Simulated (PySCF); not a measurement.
Vertical excitations of a molecule C₂H₇FSi₃ from TDDFT-PBE/def2-SVPD run with PySCF, as energy in eV (oscillator strength): 5.01 (0.000), 5.13 (0.112), 5.27 (0.002), 5.95 (0.234), 6.27 (0.000), 6.35 (0.001), 6.39 (0.013), 6.44 (0.000), 6.45 (0.001), 6.49 (0.167). Lowest triplet (TDA): 4.23 eV. Coordinates come from a r2SCAN-D4/def2-SVP optimisation. Other conformers were not sampled.

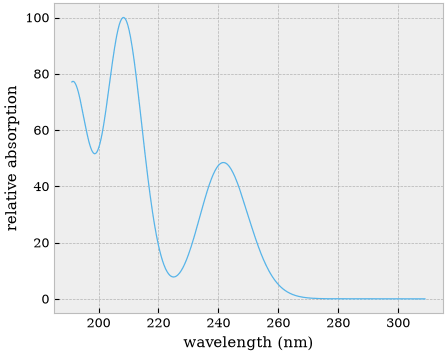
*The lines broadened by 0.4 eV.*

### Question
Which molecule gave these data?
A) F[SiH2]C#C[SiH2][SiH3]
B) F[Si@H]1C=C([SiH3])[SiH2]1
C) F[SiH2][Si@H]1C=C[SiH2]1
D) FC1=C[SiH2][Si@@H]1[SiH3]

### Answer
A, F[SiH2]C#C[SiH2][SiH3]
